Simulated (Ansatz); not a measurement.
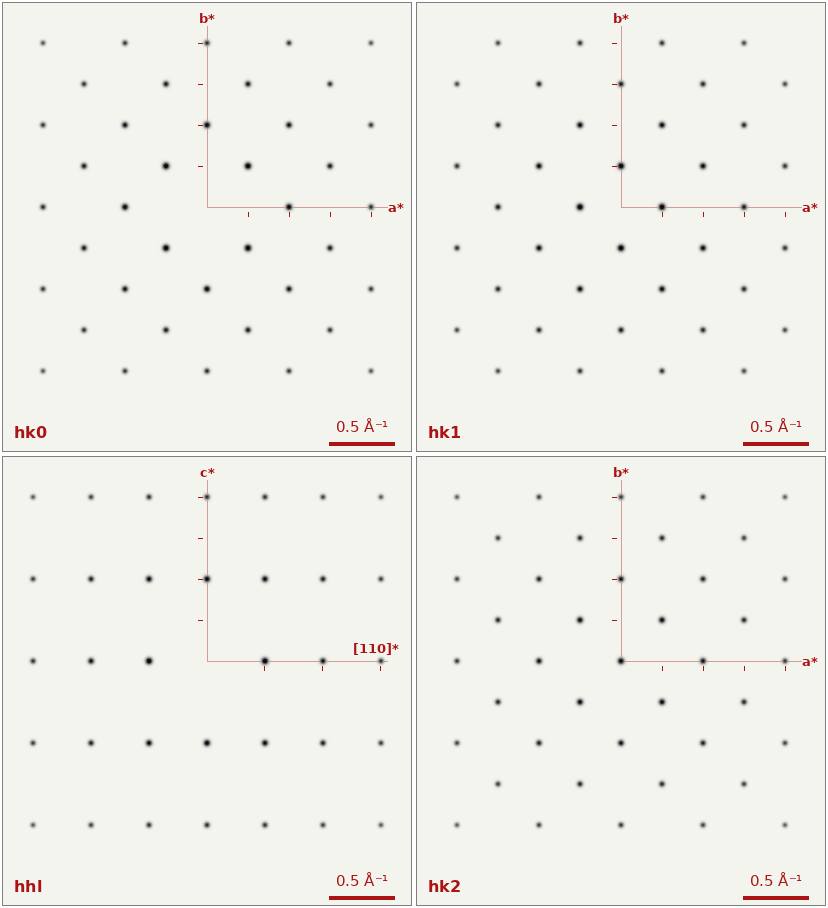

Simulated precession-type sections (X-rays; kinematic intensities, B = 0.5 Å²). The ticks mark integer indices of the conventional cell.

The compound is Mo. Structure: the input geometry of an electronic-structure calculation (not necessarily at equilibrium).

**Read the reciprocal cell and give the direct cell.**

a* = 0.316, b* = 0.316, c* = 0.316 Å⁻¹; the cell is cubic with a = 3.16 Å.

**Which reflection conditions do the layers show?**

Reflections are present only under these conditions. hkl: h + k + l = 2n; hk0: h + k = 2n; hhl: l = 2n; h00: h = 2n. The lattice is body-centred (I).

**Which space groups fit?**

The intensities have Laue symmetry m-3m (the hk0 layer shows 4mm, hk1 shows 4mm). With these conditions the candidates are I432 (No. 211), I-43m (No. 217), Im-3m (No. 229). Diffraction geometry alone does not choose among them; the structure has Im-3m.
